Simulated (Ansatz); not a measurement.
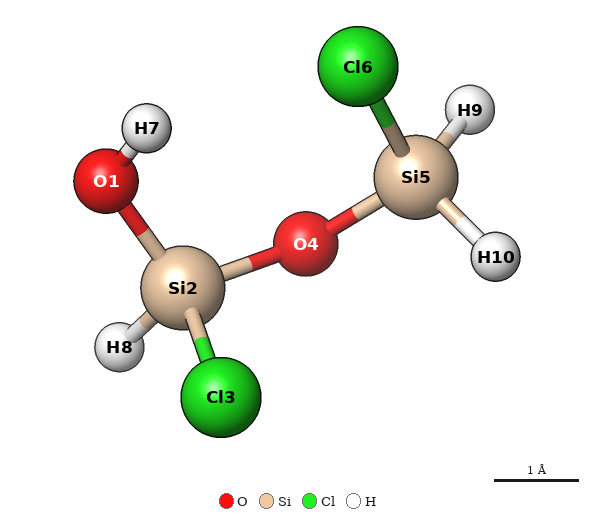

The view is orthographic, and the bar gives the scale. The computed structure is the end point of a PBE-D4/def2-SVP optimisation. No frequency run is at hand to confirm it as a minimum.

Give an XYZ file in the frame of the picture: x to the right, y up, z towards the viewer, origin at the mean of the atomic positions.

```xyz
10
Cl2H4O2Si2
O   -2.10   0.46   0.27
Si  -1.18  -0.81  -0.26
Cl  -0.73  -2.12   1.29
O    0.28  -0.29  -0.89
Si   1.60   0.50  -0.24
Cl   0.91   1.83   1.23
H   -1.62   1.09   0.84
H   -1.94  -1.52  -1.32
H    2.24   1.31  -1.32
H    2.55  -0.44   0.42
```
